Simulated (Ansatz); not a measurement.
**LaTiGe: relaxing the atoms in a fixed cell**

Aim: in LaTiGe, a known structure type filled with other elements, at an estimated volume, relax the atoms in a fixed cell, then read levels, charges and fields where it ends.

All numbers below are computed with Ansatz 0.2.0 (DFT, LDA, no spin polarisation, plane waves, PAW).

### Step 1. The structure

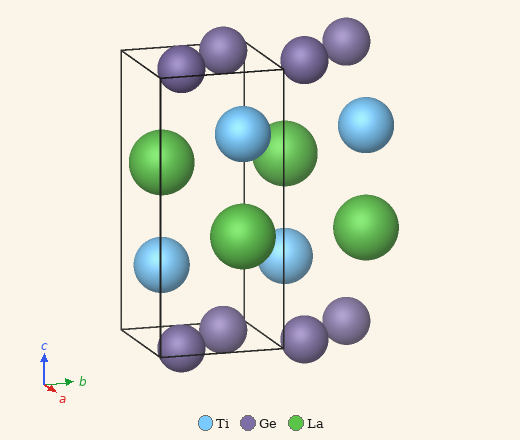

Viewed slightly off an axis; titanium blue, germanium purple, lanthanum green. 1×2×1 cells are drawn.

Symmetry: P4/nmm, No. 129, tetragonal system. The conventional cell has a = 3.816 Å, b = 3.816 Å, c = 8.465 Å, α = 90.00°, β = 90.00°, γ = 90.00°. Ti (site symmetry 4mm) is surrounded by 4 Ge at 2.84 Å and 5 La at 2.93 to 3.11 Å. Ge (site symmetry -4m2) is surrounded by 4 Ge at 2.70 Å and 4 Ti at 2.84 Å. La (site symmetry 4mm) has 5 Ti at 2.93 to 3.11 Å and 4 La at 3.33 Å as nearest neighbours.

In its conventional cell, by symmetry (the run takes the cell typed in the input):

```cif
data_structure
_symmetry_space_group_name_H-M 'P4/nmm:1'
_symmetry_Int_Tables_number 129
_cell_length_a 3.8156
_cell_length_b 3.8156
_cell_length_c 8.4653
_cell_angle_alpha 90.000
_cell_angle_beta 90.000
_cell_angle_gamma 90.000
_cell_volume 123.25
loop_
_atom_site_label
_atom_site_type_symbol
_atom_site_symmetry_multiplicity
_atom_site_Wyckoff_symbol
_atom_site_fract_x
_atom_site_fract_y
_atom_site_fract_z
_atom_site_occupancy
Ti1 Ti 2 c 0.50000 0.00000 0.24875 1
Ge1 Ge 2 a 0.00000 0.00000 0.00000 1
La1 La 2 c 0.50000 0.00000 0.61556 1
```

It starts from an earlier solution of the starting cell (checkpoint.read).

### Step 2. The relaxation

Input file input.yaml:

```yaml
crystal:
  lattice:
    - [3.815615, 0.0, 0.0]
    - [0.0, 3.815615, 0.0]
    - [0.0, 0.0, 8.465322]
  atoms:
    - { symbol: Ti, position: [0.25, 0.25, 0.24875] }
    - { symbol: Ti, position: [0.75, 0.75, 0.75125] }
    - { symbol: Ge, position: [0.75, 0.25, 0.0] }
    - { symbol: Ge, position: [0.25, 0.75, 0.0] }
    - { symbol: La, position: [0.25, 0.25, 0.61556] }
    - { symbol: La, position: [0.75, 0.75, 0.38444] }
  symmetry: { tolerance: 0.0003 }
kpoints:
  mp_grid: { grid: [9, 9, 4], shift: [0, 0, 0] }
magnetization:
  spin_polarized: false
scf:
  occupations: { method: fermi_dirac }
  lower_state_search: "off"
hamiltonian:
  pseudopotentials: { kind: paw }
  xc: lda
basis:
  ecutwfc: 420
  fft_grid_basis: typed
relax:
  max_steps: 40
  f_tol: 0.03
output:
  forces: true
  stress: true
  eigenvalues: true
  bader: true
  populations: true
  elf: true
  write_potential: true
  volumetric_format: npy
  dos:
    e_range: [-12, 8]
    de: 0.05
    projected: { site_lists: { Ge: [Ge], La: [La], Ti: [Ti] } }
  write_density: true
checkpoint:
  read: saved_state
```

The run is started by

```console
> ansatz run input.yaml --threads 2 --pin off --max-ram 2560MiB --backend cpu --events-out ev --progress --plain --runs-dir out
```

Log, cut to the lines that bear on the results:

```text
Warning: output.stress: scf.convergence.dr2_threshold = 1e-7 eV (the SCF's general default) is looser than the 6e-10 eV advised for a printed stress (1e-10 eV for each atom of the cell: 6). What an SCF threshold leaves in a stress goes as its square root, and in the free energy as the [...]
Warning: RAYON_NUM_THREADS=2 ignored (pool sized by the plan → 2); use --threads N
La: projections on atomic orbitals take those of the free atom [Kr 4d10] 4f0 5s2 5p6 5d1 6s2, of charge +0.00 (hamiltonian.pseudopotentials.projection_atoms); the dataset's partial waves leave at most 1.9e-5 of an orbital's norm unspanned inside its sphere
[...]
Pseudopotentials: kind: paw
Pseudopotential: Ti, paw, valence charge 12, recommended cutoff 420 eV (normal), Ti.paw.azcp
Pseudopotential: Ge, paw, valence charge 14, recommended cutoff 420 eV (normal), Ge.paw.azcp
Pseudopotential: La, paw, valence charge 11, recommended cutoff 420 eV (normal), La.paw.azcp
Functional definition: SPW92
[...]
Crystal: 6 atoms, lattice volume = 123.246 Å³
Basis set: ecut = 420 eV, 2397 PW (Γ)
Bands: 45, of which v1, the nominal top of the filled ones, is band 37 counted from 1 (36 counted from 0)
Symmetry: 16 space group operations
Space group: P4/nmm (ITA 129), of the structure as read, at distance tolerance 1.5e-3 Å
k-points: 45 of 324
[...]
SCF iter   1: F=—  HF=-25483.433949 eV  |F-HF|=—  |Δ(HF+E_count)|=         —  Δρ=2.60e-3  dr2=1.39e-2  ethr=1.78e-5  ⟨swp⟩=2.0  Hψ=12581  notcnv=0
[...]
relax step   1: F+E_penalty+E_count = -25483.43264337 eV  Δ(F+E_penalty+E_count) = +0.000e0 eV  max|allowed force component| = 1.641e0 eV/Å  Δτ_max = 0.0000 Å  (6 SCF iters, accepted)
[...]
relax step   2: F+E_penalty+E_count = -25483.99728059 eV  Δ(F+E_penalty+E_count) = -5.646e-1 eV  max|allowed force component| = 7.004e-1 eV/Å  Δτ_max = 0.1962 Å  (7 SCF iters, dr2 threshold 1.00e-4 eV, accepted)
[...]
SCF iter   2: F=—  HF=-25484.209667 eV  |F-HF|=—  |Δ(HF+E_count)|=   3.28e-1  Δρ=9.88e-3  dr2=1.39e0  ethr=3.10e-3  ⟨swp⟩=3.0  Hψ=2823  notcnv=0
```

### Step 3. More of the same log

The log, continued:

```text
SCF iter   3: F=—  HF=-25484.108035 eV  |F-HF|=—  |Δ(HF+E_count)|=   1.02e-1  Δρ=2.41e-3  dr2=4.85e-2  ethr=1.88e-3  ⟨swp⟩=2.3  Hψ=2449  notcnv=0
SCF iter   4: F=—  HF=-25484.103855 eV  |F-HF|=—  |Δ(HF+E_count)|=   4.18e-3  Δρ=7.75e-4  dr2=1.19e-3  ethr=6.55e-5  ⟨swp⟩=2.6  Hψ=3103  notcnv=0
SCF iter   5: F=—  HF=-25484.103530 eV  |F-HF|=—  |Δ(HF+E_count)|=   3.25e-4  Δρ=3.90e-4  dr2=3.26e-4  ethr=1.60e-6  ⟨swp⟩=2.0  Hψ=3249  notcnv=0
SCF iter   6: F=—  HF=-25484.103406 eV  |F-HF|=—  |Δ(HF+E_count)|=   1.24e-4  Δρ=1.43e-4  dr2=4.26e-5  ethr=4.41e-7  ⟨swp⟩=2.0  Hψ=3248  notcnv=0
SCF iter   7: F=-25484.103395 eV  HF=-25484.103397 eV  |F-HF|=1.98e-6  |Δ(HF+E_count)|=   9.17e-6  Δρ=4.40e-5  dr2=4.06e-6  ethr=4.14e-8  ⟨swp⟩=14.3  Hψ=20582  notcnv=0
SCF 3 converged in 7 iterations: F = -25484.103395 eV  dr2 = 4.06e-6
relax step   3: F+E_penalty+E_count = -25484.10339491 eV  Δ(F+E_penalty+E_count) = -1.061e-1 eV  max|allowed force component| = 9.718e-2 eV/Å  Δτ_max = 0.1294 Å  (7 SCF iters, dr2 threshold 3.07e-5 eV, accepted)
SCF iter   1: F=—  HF=-25484.106267 eV  |F-HF|=—  |Δ(HF+E_count)|=         —  Δρ=1.47e-3  dr2=2.12e-2  ethr=6.16e-4  ⟨swp⟩=2.0  Hψ=2904  notcnv=0
preconditioner: auto → Kerker (q_TF=auto, 2.506 Å⁻¹)  [metal: Δε(μ)=0.007 eV  Ē_g=8.672 eV  σ=0.100 eV  W_gap=0.02  n_scr=38 (ndim 8)  ℏωp=19.5 eV  f_vac=0.000  D(μ)=8.61/eV (n_scr^D=84)]
SCF iter   2: F=—  HF=-25484.105281 eV  |F-HF|=—  |Δ(HF+E_count)|=   9.85e-4  Δρ=6.24e-4  dr2=5.21e-3  ethr=2.86e-5  ⟨swp⟩=1.0  Hψ=2387  notcnv=0
SCF iter   3: F=—  HF=-25484.104831 eV  |F-HF|=—  |Δ(HF+E_count)|=   4.50e-4  Δρ=1.68e-4  dr2=2.69e-4  ethr=7.04e-6  ⟨swp⟩=1.6  Hψ=2072  notcnv=0
SCF iter   4: F=—  HF=-25484.104810 eV  |F-HF|=—  |Δ(HF+E_count)|=   2.06e-5  Δρ=5.28e-5  dr2=3.64e-6  ethr=3.63e-7  ⟨swp⟩=2.0  Hψ=2490  notcnv=0
SCF iter   5: F=—  HF=-25484.104806 eV  |F-HF|=—  |Δ(HF+E_count)|=   4.19e-6  Δρ=2.79e-5  dr2=1.11e-6  ethr=4.91e-9  ⟨swp⟩=2.0  Hψ=3448  notcnv=0
SCF iter   6: F=—  HF=-25484.104806 eV  |F-HF|=—  |Δ(HF+E_count)|=   2.58e-7  Δρ=8.51e-6  dr2=2.99e-7  ethr=1.50e-9  ⟨swp⟩=2.0  Hψ=3333  notcnv=0
SCF iter   7: F=-25484.104806 eV  HF=-25484.104806 eV  |F-HF|=5.97e-9  |Δ(HF+E_count)|=   4.92e-8  Δρ=2.15e-6  dr2=1.05e-8  ethr=1.35e-10  ⟨swp⟩=11.3  Hψ=15561  notcnv=0
SCF 4 converged in 7 iterations: F = -25484.104806 eV  dr2 = 1.05e-8
relax step   4: F+E_penalty+E_count = -25484.10480599 eV  Δ(F+E_penalty+E_count) = -1.411e-3 eV  max|allowed force component| = 1.782e-2 eV/Å  Δτ_max = 0.0131 Å  (7 SCF iters, accepted)
SCF converged after 7 iterations
Free energy (F): -25484.104806 eV
Harris-Foulkes:  -25484.104806 eV  (|F-HF|=5.97e-9)
Internal energy: -25483.819953 eV  (E = F + TS)
E sigma→0 (E₀):  -25483.962380 eV
Entropy (-TS):   -0.284853 eV (-47.475 meV/atom)
Fermi energy:    13.887632 eV
--- Per-component energies (eV) ---
  E_band       = -470.542882
  E_kinetic    = 1174.341774
  E_local      = -8288.486701  (includes V_loc(G=0)·N_el)
  E_nonlocal   = 1070.140366
  E_hartree    = 3683.005303
  E_xc         = -628.039702
  E_vxc        = -678.365987  (∫ρ·V_xc dr)
  E_paw        = -16370.751300  (= ΣΔE_a)
  E_vpaw       = -1114.177395  (= ΣTr[D̂ρ^β])
  E_aug_tail   = 0.000848  (compensation charges beyond the density's cutoff)
  E_ewald      = -6129.144526
  E_core_change = 5.113986  (= ΣΔE_core)
  E_smearing   = -0.284853  (= −TS)
  E_closure    = 0.000000  (closes the sum)
  Σ components = -25484.104806   (vs F -25484.104806, Δ=0.00e0)
--- Forces (eV/Å), atoms counted from 1 ---
  atom   1  Ti     0.00000000     0.00000000     0.01467673
  atom   2  Ti     0.00000000     0.00000000    -0.01467673
  atom   3  Ge     0.00000000     0.00000000    -0.00000000
  atom   4  Ge     0.00000000     0.00000000    -0.00000000
  atom   5  La     0.00000000     0.00000000     0.01781918
  atom   6  La     0.00000000     0.00000000    -0.01781918
  max |Σ_I F_I| component: 6.94e-17 eV/Å
--- Stress (GPa, compression-positive) ---
        4.674000       0.000000       0.000000
        0.000000       4.674000       0.000000
        0.000000       0.000000      -0.904958
  P = ⅓ Tr σ = 2.8143 GPa (28.143 kbar)
--- Band table (eV; the first three rows and the last of 45) ---
  k-point 0: bands = ["-42.1801", "-42.1797", "-18.8727", "-18.8482", "-18.8482", "-18.8481", "-18.8481", "-18.8249", "-18.3208", "-18.1277", "-10.9257", "-10.8413", "-10.7384", "-10.7324", "-10.7324", "-10.6766", "-10.6584", "-10.6584", "-10.6087", "-10.5859", "-2.6154", "-1.9873", "-1.9873", "-1.8029", "-1.5235", "-1.5235", "1.8698", "8.9587", "9.3466", "10.7130", "10.7130", "11.2753", "11.2934", "11.8001", "12.5616", "13.9468", "14.0225", "14.0484", "14.2740", "14.2740", "14.6625", "15.3809", "15.6336", "15.6336", "15.8302"]
  k-point 1: bands = ["-42.1801", "-42.1797", "-18.8702", "-18.8482", "-18.8482", "-18.8481", "-18.8481", "-18.8280", "-18.3193", "-18.1285", "-10.9257", "-10.8413", "-10.7384", "-10.7324", "-10.7324", "-10.6766", "-10.6584", "-10.6584", "-10.6087", "-10.5859", "-2.6002", "-1.9873", "-1.9873", "-1.8310", "-1.5236", "-1.5236", "1.9047", "8.9750", "9.0717", "10.7201", "10.7201", "11.0938", "11.7249", "11.9274", "12.9826", "13.7317", "13.9601", "14.0345", "14.3287", "14.3287", "14.6025", "14.8672", "15.4428", "15.4428", "15.7601"]
  k-point 2: bands = ["-42.1801", "-42.1797", "-18.8672", "-18.8482", "-18.8482", "-18.8481", "-18.8481", "-18.8316", "-18.3179", "-18.1293", "-10.9257", "-10.8413", "-10.7383", "-10.7324", "-10.7324", "-10.6766", "-10.6584", "-10.6584", "-10.6087", "-10.5859", "-2.5839", "-1.9873", "-1.9873", "-1.8601", "-1.5236", "-1.5236", "1.9399", "8.8579", "8.9920", "10.7273", "10.7273", "10.9554", "11.8540", "12.4976", "13.2501", "13.6523", "13.9834", "14.0107", "14.1290", "14.3993", "14.3993", "14.5335", "15.2505", "15.2505", "15.7090"]
  k-point 44: bands = ["-42.1769", "-42.1769", "-18.8838", "-18.8802", "-18.8778", "-18.8739", "-18.7820", "-18.7817", "-18.1756", "-18.1692", "-10.8246", "-10.8160", "-10.7486", "-10.7436", "-10.7416", "-10.7394", "-10.6555", "-10.6533", "-10.6137", "-10.6082", "-2.7149", "-2.7056", "-2.1331", "-2.0315", "-2.0082", "-1.9199", "5.1276", "5.4802", "8.3578", "8.7090", "11.2491", "11.4755", "12.0565", "12.1496", "13.9794", "14.0302", "14.3892", "14.5336", "14.5560", "14.5893", "15.0529", "15.0637", "15.1917", "15.3798", "15.8517"]
--- Relaxed structure (4 steps of the walk, 4 accepted, 0 SCFs on fresh bases) ---
  F+E_penalty+E_count = -25484.10480599 eV   max|allowed force component| = 1.782e-2 eV/Å
  atoms:
    - { symbol: Ti, position: [0.24999999999999997, 0.24999999999999997, 0.21183002859679087] }
    - { symbol: Ti, position: [0.7499999999999999, 0.7499999999999999, 0.7881699714032089] }
    - { symbol: Ge, position: [0.7499999999999999, 0.24999999999999997, -3.415352414585857e-20] }
    - { symbol: Ge, position: [0.24999999999999997, 0.7499999999999999, -3.415352414585857e-20] }
    - { symbol: La, position: [0.24999999999999997, 0.24999999999999997, 0.6372940875894448] }
    - { symbol: La, position: [0.7499999999999999, 0.7499999999999999, 0.36270591241055505] }
--- Löwdin populations: 6 sites ---
  site symbol       q [e]
     0     Ti     11.4723
     1     Ti     11.4723
     2     Ge     14.1824
     3     Ge     14.1824
     4     La     11.2557
     5     La     11.2557
  spilling = 0.002420 (of n_electrons = 74.000000)
--- Bader charges: 6 sites ---
  site symbol  charge [e]  shift [e]
     0     Ti      0.4836     0.0035
     1     Ti      0.4836     0.0035
     2     Ge     -0.7040     0.0031
     3     Ge     -0.7040     0.0031
     4     La      0.2205     0.0004
     5     La      0.2205     0.0004
  estimated error of the sums over rays = 7.8e-4 e
```

It took 1.9 min on 2 threads of Arm Neoverse N1, shared host; peak memory 0.61 GiB.

The steps of the relaxation:

| step | energy from step 1 (eV/cell) | largest force component (eV/Å) |
| --- | --- | --- |
| 1 | 0.0000 | 1.6410 |
| 2 | -0.5646 | 0.7004 |
| 3 | -0.6708 | 0.0972 |
| 4 | -0.6722 | 0.0178 |

Step 1 is the start.

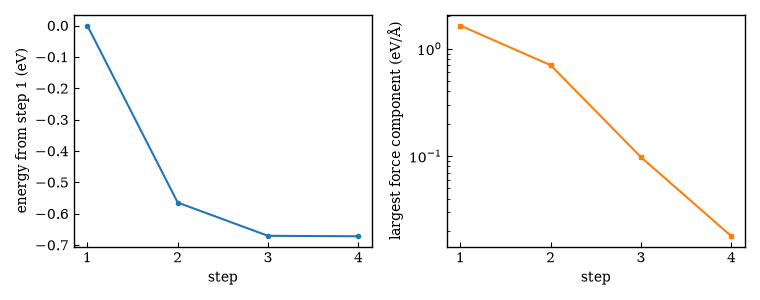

How energy and force went from step to step.

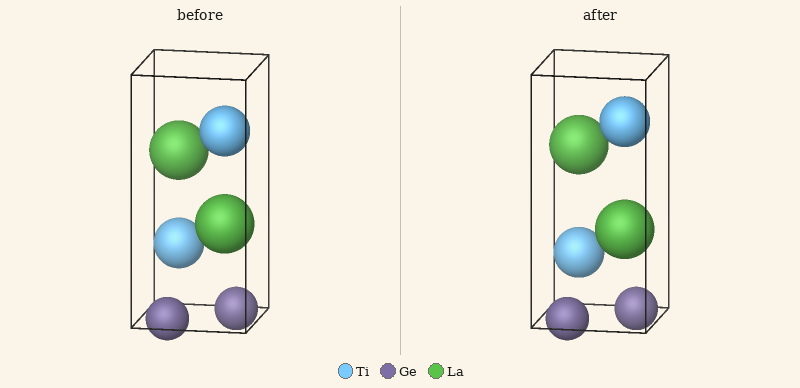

The structure before (left) and after (right), drawn at the same scale. Each atom of the cell is drawn once.

The largest move, 0.31 Å, is shared by several atoms, Ti1 among them.

### Step 4. Total and projected density of states

Counts of states in windows (eV from the Fermi level; tetrahedra), total and projected:

| from | to | total | Ge s | Ge p | La d | La f | Ti d |
| --- | --- | --- | --- | --- | --- | --- | --- |
| -8.0 | -7.0 | 0.48 | 0.29 | 0.11 | 0.01 | 0.00 | 0.05 |
| -7.0 | -6.0 | 0.28 | 0.16 | 0.07 | 0.01 | 0.00 | 0.04 |
| -6.0 | -5.0 | 0.44 | 0.09 | 0.24 | 0.02 | 0.00 | 0.05 |
| -5.0 | -4.0 | 1.30 | 0.05 | 0.80 | 0.06 | 0.00 | 0.14 |
| -4.0 | -3.0 | 2.04 | 0.06 | 1.16 | 0.21 | 0.01 | 0.33 |
| -3.0 | -2.0 | 3.52 | 0.07 | 1.43 | 0.68 | 0.05 | 1.01 |
| -2.0 | -1.0 | 4.32 | 0.06 | 0.44 | 1.75 | 0.08 | 1.21 |
| -1.0 | 0.0 | 6.32 | 0.09 | 0.44 | 2.16 | 0.25 | 2.84 |
| 0.0 | 1.0 | 8.53 | 0.10 | 0.51 | 1.91 | 0.70 | 4.60 |

The bands computed are complete only to about 1.6 eV above the Fermi level.

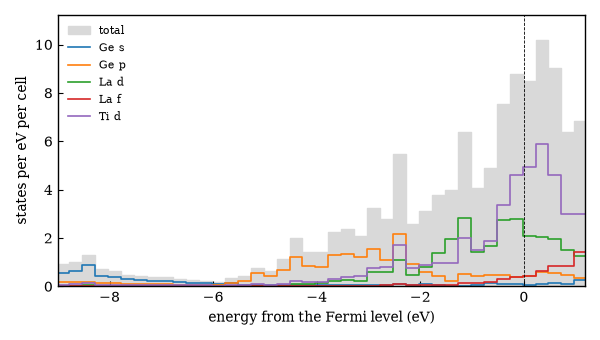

Total and projected density of states, in bins of 0.25 eV.

### Step 5. Charges

Gathered by element (positive charge: electrons given up): Löwdin charges also hold the electrons that the projection spills.

| element | atoms | Bader charge (e) | Bader volume (Å³) | Löwdin charge (e) |
| --- | --- | --- | --- | --- |
| Ti | 2 | +0.48 | 14.8 | +0.53 |
| Ge | 2 | -0.70 | 19.3 | -0.18 |
| La | 2 | +0.22 | 27.5 | -0.26 |

The Löwdin projection spills 0.2 % of the electrons and depends on the orbitals chosen; where it disagrees with Bader's partition, neither is an observable.

### Step 6. Maps of the fields

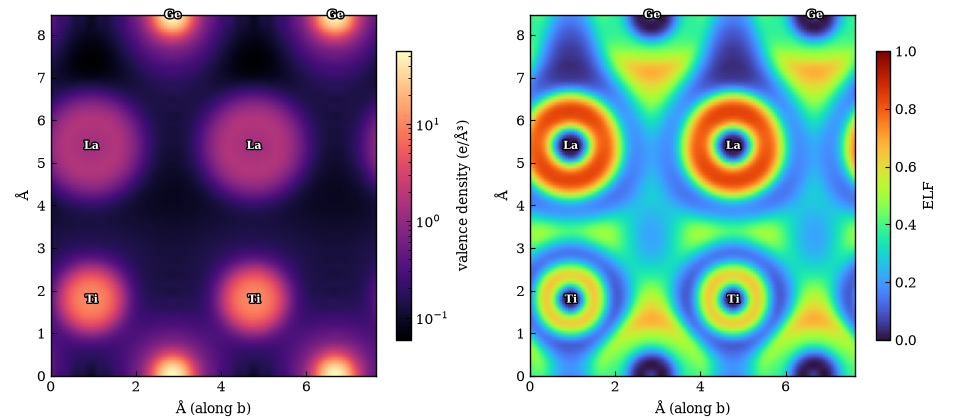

Valence density (left, log scale) and ELF (right) in the plane spanned by b and c at height 0.250 along a (axes of the input's cell); atoms within 0.2 Å are lettered, 2×1 cells. These are the smooth PAW fields, not the true ones near the nuclei.

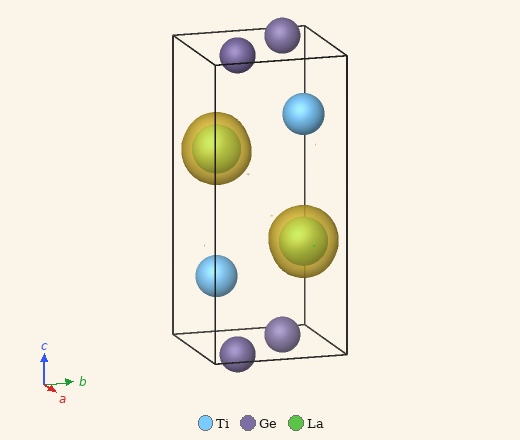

Surface of ELF = 0.75 in one cell.

At the density minimum on some short contacts:

| contact | length (Å) | minimum at (fraction) | density (e/Å³) | ELF |
| --- | --- | --- | --- | --- |
| Ge3–Ge4 | 2.698 | 0.50 | 0.319 | 0.52 |
| Ti1–La6 | 2.985 | 0.45 | 0.197 | 0.15 |

### Step 7. Outcome

```
                                                 quantity                           value
                                                    moves                               3
                                            energy gained                  112.0 meV/atom
                                             largest move                     0.31 Å (Ti)
                     space group (0.01 Å), before / after                 P4/nmm / P4/nmm
                          pressure left in the fixed cell                         2.8 GPa
                                                character                           metal
density of states, mean within 0.25 eV of the Fermi level             8.6 per eV per cell
                                            Bader charges  Ti +0.48, Ge -0.70, La +0.22 e
```

What this shows: In the fixed cell the largest move of an atom is 0.31 Å; the energy fell by 112.0 meV per atom. The fixed cell still holds a mean pressure of 2.8 GPa, from stresses of opposite sign along its axes, so its shape would change if let free. With 16 symmetry operations imposed, the end may be a saddle point towards distortions that break them. It is a metal; within 0.25 eV of the Fermi level the density of states averages 8.6 per eV per cell, mostly Ti d (56 %) and La d (25 %). By Bader's partition Ti gives up most (+0.48 e) and Ge takes most (-0.70 e).

Limits of this run: many states at the Fermi level without spin polarisation, so a magnetic state may lie lower; the SCF threshold is loose for a stress.
